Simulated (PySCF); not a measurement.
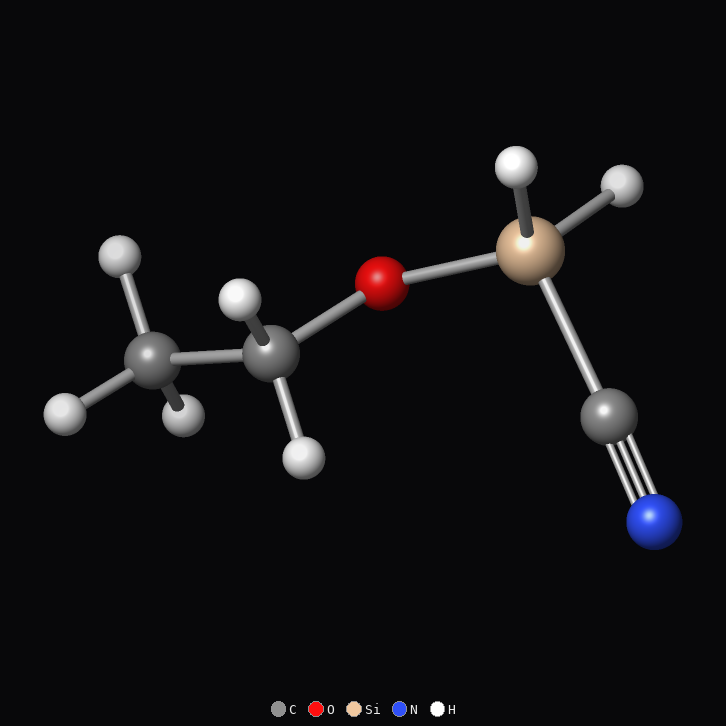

Rendered structure (ball-and-stick style). Multiple sticks mark multiple bonds (one Kekulé form).

The geometry was computed by an optimisation with PBE0-D3(BJ)/def2-SVP. No frequency run is at hand to confirm it as a minimum.

Identify the structure.

Formula C3H7NOSi. Its SMILES string is `CCO[SiH2]C#N`. It has no ring. Among its groups: nitrile, Si–H bond, Si–O bond. The point group is C1. Coordination: 2 C tetrahedral; 1 O bent; 1 Si tetrahedral; 1 C linear.

The parts below concern this one geometry. Atoms keep their numbers from picture to picture.

## Geometry

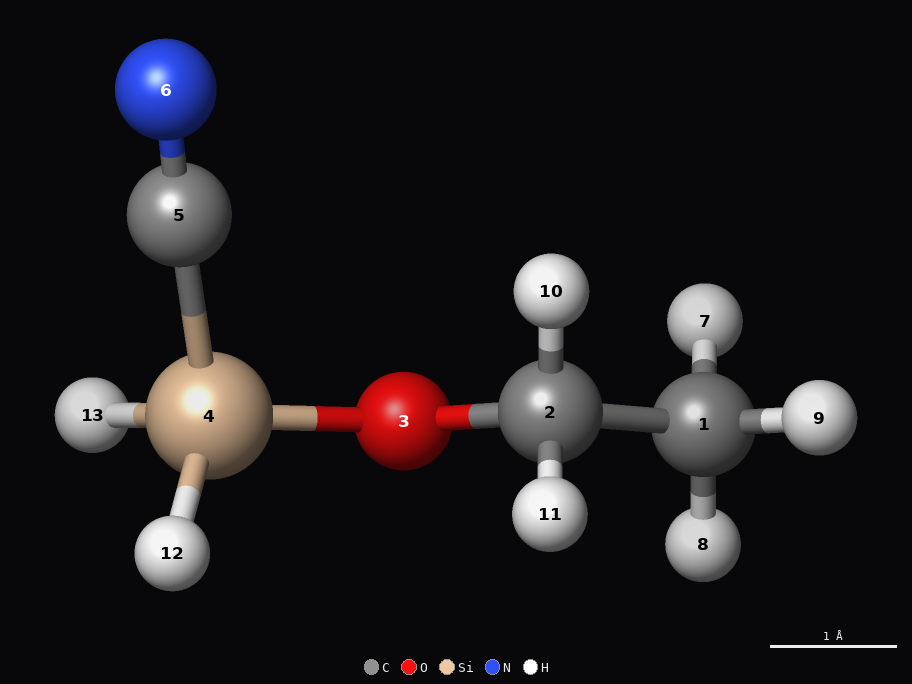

The atoms are numbered. No frequency run is at hand to confirm it as a minimum.

Give these bond angles: C1–C2–O3, C1–C2–H10, C1–C2–H11, C2–C1–H7, C2–C1–H8, C2–O3–Si4, O3–C2–H10, O3–Si4–C5, O3–Si4–H12, Si4–C5–N6, C5–Si4–H12, C5–Si4–H13.

| angle | degrees |
| --- | --- |
| C1–C2–O3 | 109.2 |
| C1–C2–H10 | 110.5 |
| C1–C2–H11 | 110.5 |
| C2–C1–H7 | 110.4 |
| C2–C1–H8 | 110.5 |
| C2–O3–Si4 | 125.0 |
| O3–C2–H10 | 109.7 |
| O3–Si4–C5 | 108.5 |
| O3–Si4–H12 | 113.0 |
| Si4–C5–N6 | 178.0 |
| C5–Si4–H12 | 106.0 |
| C5–Si4–H13 | 108.2 |

## Core levels

No frequency run is at hand to confirm it as a minimum. Properties computed with delta-SCF UKS HF, pcX-2 on the ionised atom, pcseg-1 elsewhere, spin-free X2C (PySCF 2.14.0).

Give the core-electron binding energies (to vacuum; p and d levels without spin–orbit splitting) of C1 1s, C2 1s, O3 1s, Si4 1s, Si4 2p, C5 1s, N6 1s.

| atom | level | binding energy (eV) |
| --- | --- | --- |
| C1 | 1s | 290.9 |
| C2 | 1s | 292.7 |
| O3 | 1s | 537.8 |
| Si4 | 1s | 1849.6 |
| Si4 | 2p | 108.3 |
| C5 | 1s | 291.5 |
| N6 | 1s | 405.2 |

## Dipole moment

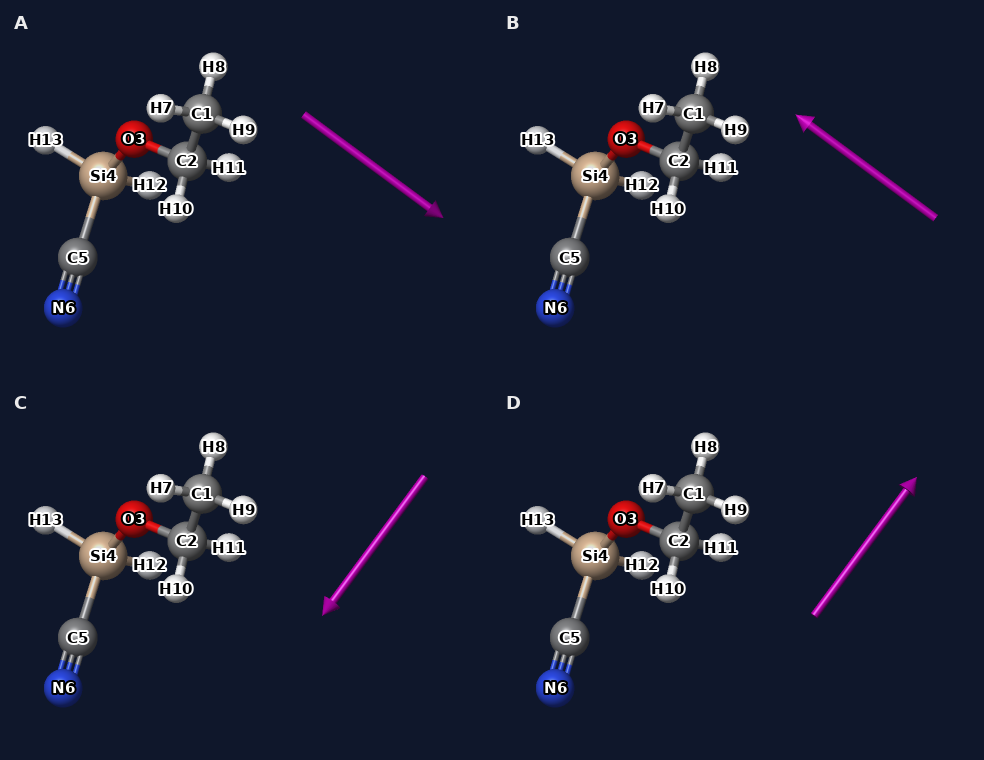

The same molecule four times, each with an arrow. No frequency run is at hand to confirm it as a minimum. Level of theory: PBE0/cc-pVTZ, gas phase (PySCF 2.14.0).

Question: Which arrow points along the dipole moment, from the negative to the positive end?

Answer: D. The dipole moment is 3.27 D; it points from the side of N6 to the side of H8 (the outermost atoms at the two ends).

## Levels of theory compared

No frequency run is at hand to confirm it as a minimum. Program: PySCF 2.14.0.

Compare HOMO–LUMO gap (eV) at these levels: PBE0/6-311+G(2d,p); PBE0/6-31G*; PBE0/IGLO-III; PBE0/aug-cc-pVDZ; PBE0/cc-pVDZ; PBE0/cc-pVTZ; PBE0/def2-SVP; PBE0/def2-TZVP; PBE0/pcSseg-0; PBE0/pcSseg-2.

| level | HOMO–LUMO gap (eV) |
| --- | --- |
| PBE0/6-311+G(2d,p) | 7.68 |
| PBE0/6-31G* | 7.90 |
| PBE0/IGLO-III | 7.76 |
| PBE0/aug-cc-pVDZ | 7.69 |
| PBE0/cc-pVDZ | 7.89 |
| PBE0/cc-pVTZ | 7.80 |
| PBE0/def2-SVP | 7.92 |
| PBE0/def2-TZVP | 7.76 |
| PBE0/pcSseg-0 | 7.70 |
| PBE0/pcSseg-2 | 7.74 |
